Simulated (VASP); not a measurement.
Energy against volume of CdSe (zinc blende). Calculation: PW91 GGA, VASP's PBE PAW potentials (set 64) (plane waves; VASP).

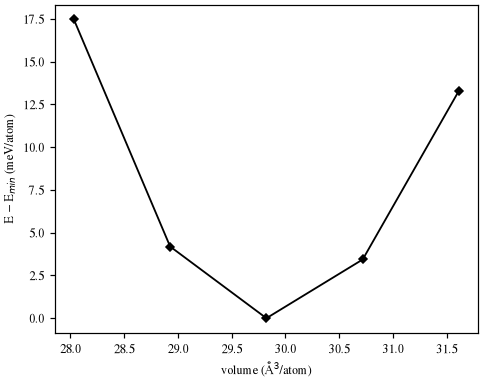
Energy against volume

Question: Estimate the equilibrium volume and the bulk modulus.

Answer: The minimum lies near 29.8 Å³/atom, and the curvature gives B0 of about 45 GPa.

Measured: a 6.077 Å (computed value off by +2.1 %), as given by arXiv:1206.3780. The calculation is for a static lattice, while the measured a holds thermal and zero-point effects, which are part of the difference.

The compound is CdSe in the zinc blende structure, whereas wurtzite is the usual form. It was relaxed first, which changed the volume by +8 %.
